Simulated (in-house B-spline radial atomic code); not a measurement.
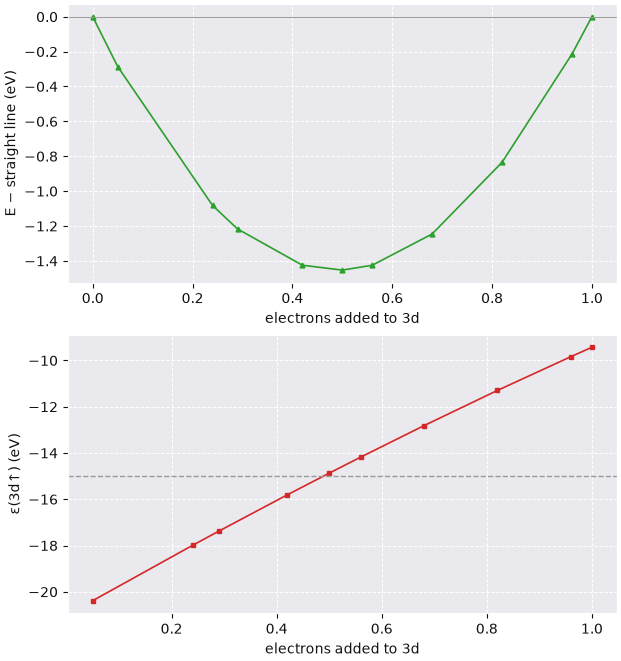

The calculation used an in-house B-spline radial code at this level: scalar-relativistic (spin-free one-electron X2C) B97-1, spin-polarised, spherical fractional occupations, Fermi nucleus, basis-set limit. The occupation of the 3d shell is varied from Sc²⁺ ([Ar] 4s1 (high spin)) to Sc⁺ ([Ar] 3d1 4s1 (high spin)), with spherical fractional occupations. The plot shows the total energy less the straight line between the end points, and the eigenvalue of 3d↑ (the dashed line is minus the energy to take the whole electron out).

Is the energy convex or concave in the occupation, and by how much?

Answer. The curve is convex (below the straight line), with the largest deviation among the points computed, −1.45 eV, at 0.5. The end points differ by 15.0 eV, the energy to take the electron out. The eigenvalue, which is the slope of the energy (Janak's theorem), moves from −20.4 eV at 0.05 to −9.43 eV at 1; for a straight line it would stay constant, and a parabola would sag by an eighth of this change, scaled to a whole electron, 1.44 eV. Convexity is the mark of the delocalisation error, which puts fractional charges too low; for p, d and f shells the spherical spreading of the fraction adds to it. Exact exchange at spherical fractional occupations leaves self-interaction in partly filled shells, which adds to the curvature.
